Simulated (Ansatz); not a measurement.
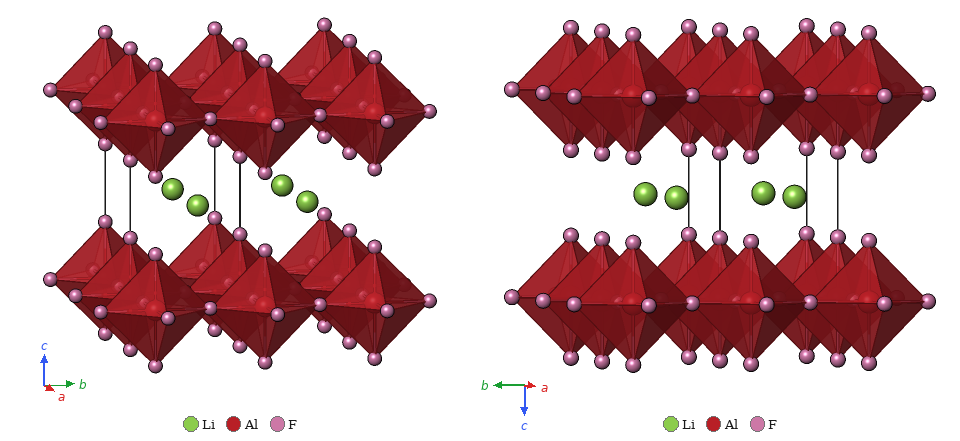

Polyhedra are drawn about Al (bonds: Al–F below 2 Å); other atoms are plain spheres. Two views of the same piece.

The compound is LiAlF₄ (space group P4/mmm, No. 123), taken as the end point of a relaxation with Ansatz, DFT PBE, scalar-relativistic, plane waves, PAW; the starting structure was generated, so it need not be a known form of this composition.

Sharing among the drawn polyhedra:

```
site       polyhedron  corner-sharing neighbours  edge-sharing  face-sharing  bond (Å)
  Al  AlF6 octahedron                          4             0             0      1.80
```

They form layers of corner-sharing octahedra parallel to (001).
